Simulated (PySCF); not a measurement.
**Geometry relaxation of PbSiPH₇**

The run: geometry relaxation of PbSiPH₇, SMILES P[SiH2][PbH3]. Method and program: PBE0-D3(BJ)/def2-SVP geometry optimisation, gas phase (PySCF 2.14.0).

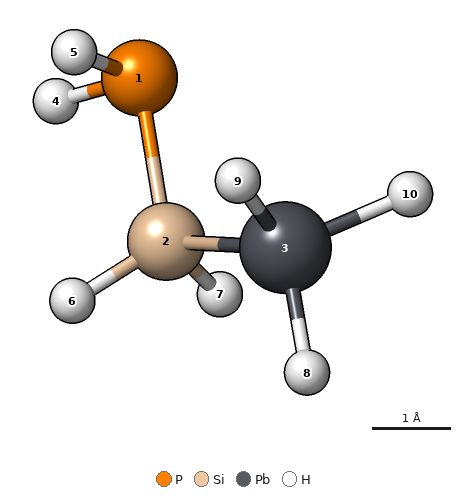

**Figure 1.** The starting structure (ball-and-stick view, seen at a tilt; atoms are numbered from 1 in the order of the input). Sticks mark near contacts.

## Summary

| quantity | value |
| --- | --- |
| outcome | converged |
| total energy | −827.412883 hartree |
| dipole moment | 1.03 D |
| point group | C1 |
| hardware | 1 CPU thread, shared host |
| wall time | 30 s |
| peak memory | 0.42 GiB |

## Input file
```
{"job": {"xc": "PBE0", "basis": "def2-SVP", "d3": "d3bj", "grid": 1, "maxiter": 30, "shake": 0.01, "kind": "geom"}, "charge": 0, "multiplicity": 1}
P      2.133350     0.717730     0.811630
Si     0.602880    -0.727890     0.037140
Pb    -1.822400     0.110760     0.512340
H      3.196840     0.181300     0.096680
H      1.877370     1.694410    -0.179700
H      0.680970    -1.019750    -1.398680
H      0.807170    -1.980750     0.771160
H     -3.018800    -0.979940    -0.076790
H     -2.214660     1.659170    -0.192950
H     -2.192280     0.324030     2.226860
```

The first line tells a small driver script what to run in PySCF; the rest is the geometry in Å.

Run as:
```bash
OMP_NUM_THREADS=1 python <driver script> task.json out
```

## Log
```
step   0  E = -827.41001846  max force = 0.013550
step   1  E = -827.41261591  max force = 0.004786
step   2  E = -827.41285248  max force = 0.001343
step   3  E = -827.41287799  max force = 0.000424
step   4  E = -827.41288264  max force = 0.000223
optimisation converged
```

## Trajectory as extended XYZ (Å, eV, eV/Å), 5 frames, from step=0 to step=4
```
10
Properties=species:S:1:pos:R:3:forces:R:3 step=0 energy=-22514.97341
P     2.1334    0.7177    0.8116   -0.4648   0.4519   0.6783
Si    0.6029   -0.7279    0.0371   -0.2736   0.3150   0.1437
Pb   -1.8224    0.1108    0.5123    0.1848   0.2602   0.4384
H     3.1968    0.1813    0.0967    0.6968  -0.4517  -0.4343
H     1.8774    1.6944   -0.1797   -0.1209   0.2387  -0.1635
H     0.6810   -1.0197   -1.3987    0.0853  -0.0797  -0.5438
H     0.8072   -1.9808    0.7712    0.0298  -0.4787   0.2730
H    -3.0188   -0.9799   -0.0768   -0.3277  -0.4323  -0.2382
H    -2.2147    1.6592   -0.1930    0.0687   0.2296  -0.1754
H    -2.1923    0.3240    2.2269    0.1216  -0.0531   0.0217
10
Properties=species:S:1:pos:R:3:forces:R:3 step=1 energy=-22515.04409
P     2.0940    0.8843    0.6989    0.1518  -0.0152  -0.1322
Si    0.6065   -0.6533   -0.0453   -0.0239  -0.0403  -0.0414
Pb   -1.7897    0.1637    0.5920   -0.2461   0.0620   0.0637
H     3.1961    0.3409   -0.0491   -0.1241   0.0754   0.0920
H     1.7568    1.8397   -0.3155    0.0126  -0.0807   0.0597
H     0.6956   -0.9179   -1.5170   -0.0181   0.0147   0.0301
H     0.8541   -1.9405    0.6770    0.0319   0.0359  -0.0042
H    -3.0419   -0.9621    0.0084    0.1554   0.1520   0.0686
H    -2.1362    1.7741   -0.0803    0.0341  -0.1715   0.0424
H    -1.9652    0.3014    2.3563    0.0264  -0.0324  -0.1788
10
Properties=species:S:1:pos:R:3:forces:R:3 step=2 energy=-22515.05053
P     2.1001    0.8790    0.6979    0.0227  -0.0125  -0.0109
Si    0.6032   -0.6517   -0.0457   -0.0386  -0.0039   0.0090
Pb   -1.7956    0.1675    0.5957    0.0374  -0.0010  -0.0081
H     3.1954    0.3416   -0.0495   -0.0095   0.0048   0.0096
H     1.7580    1.8288   -0.3134    0.0019   0.0047   0.0004
H     0.6845   -0.9134   -1.5164   -0.0055   0.0071  -0.0033
H     0.8604   -1.9363    0.6748    0.0177   0.0009   0.0006
H    -3.0321   -0.9423    0.0195   -0.0331  -0.0360  -0.0266
H    -2.1382    1.7569   -0.0773   -0.0002   0.0427  -0.0397
H    -1.9657    0.3003    2.3398    0.0072  -0.0068   0.0691
10
Properties=species:S:1:pos:R:3:forces:R:3 step=3 energy=-22515.05122
P     2.1022    0.8763    0.6967    0.0018  -0.0043   0.0014
Si    0.6006   -0.6514   -0.0450   -0.0115  -0.0040   0.0066
Pb   -1.7961    0.1688    0.5977   -0.0074   0.0150   0.0218
H     3.1951    0.3387   -0.0523    0.0028  -0.0045  -0.0020
H     1.7602    1.8286   -0.3120    0.0018   0.0059  -0.0014
H     0.6782   -0.9111   -1.5162   -0.0042   0.0046  -0.0045
H     0.8623   -1.9360    0.6739    0.0105  -0.0007  -0.0012
H    -3.0337   -0.9440    0.0183   -0.0043  -0.0049  -0.0066
H    -2.1355    1.7599   -0.0832    0.0048  -0.0011  -0.0114
H    -1.9633    0.3005    2.3476    0.0059  -0.0059  -0.0028
10
Properties=species:S:1:pos:R:3:forces:R:3 step=4 energy=-22515.05135
P     2.1053    0.8727    0.6951   -0.0050   0.0004   0.0029
Si    0.5979   -0.6511   -0.0441   -0.0006  -0.0010   0.0024
Pb   -1.7974    0.1711    0.6014   -0.0115   0.0049   0.0093
H     3.1947    0.3333   -0.0573    0.0039  -0.0054  -0.0047
H     1.7639    1.8289   -0.3104    0.0019   0.0009  -0.0002
H     0.6707   -0.9081   -1.5162   -0.0024   0.0025  -0.0022
H     0.8646   -1.9364    0.6722    0.0036  -0.0007  -0.0029
H    -3.0351   -0.9426    0.0200    0.0060   0.0064   0.0023
H    -2.1328    1.7606   -0.0868    0.0035  -0.0072  -0.0007
H    -1.9618    0.3019    2.3515    0.0006  -0.0008  -0.0062
```

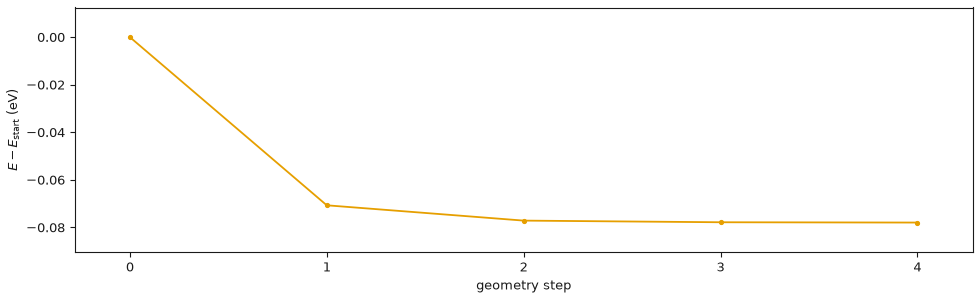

**Figure 2.** Progress of the relaxation, step by step (steps are counted from 0).

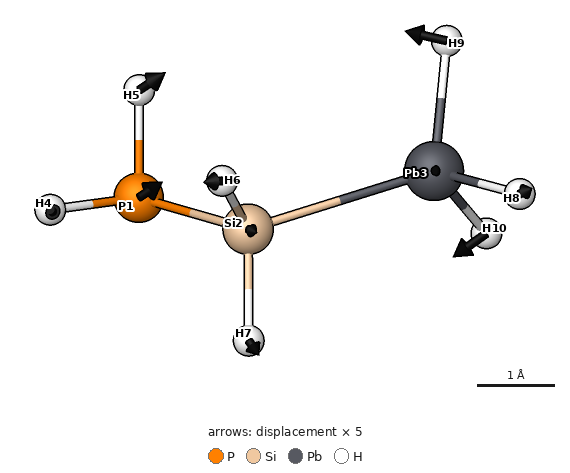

**Figure 3.** The starting structure with the displacements as black arrows, magnified 5 times (ball-and-stick view, seen at a tilt). The two geometries are laid on each other by the best rigid fit. Over 4 geometry steps the energy falls by 0.078 eV. The largest force component goes from 0.7 to 0.011 eV/Å. The largest move after the best rigid fit is that of H9, 0.12 Å. Largest moves by element: H 0.12 Å, P 0.08 Å, Si 0.03 Å, Pb 0.02 Å. Among the contacts that change: Pb3–H8 1.723 → 1.764 Å, P1–H4 1.389 → 1.430 Å, Si2–H6 1.467 → 1.496 Å, P1–Si2 2.243 → 2.267 Å. Among the angles that change: H9–Pb3–H10 103.8° → 107.6°, Si2–Pb3–H9 114.8° → 111.2°, Si2–Pb3–H10 114.2° → 110.7°. (Atoms are counted from 1 in the order of the input.)
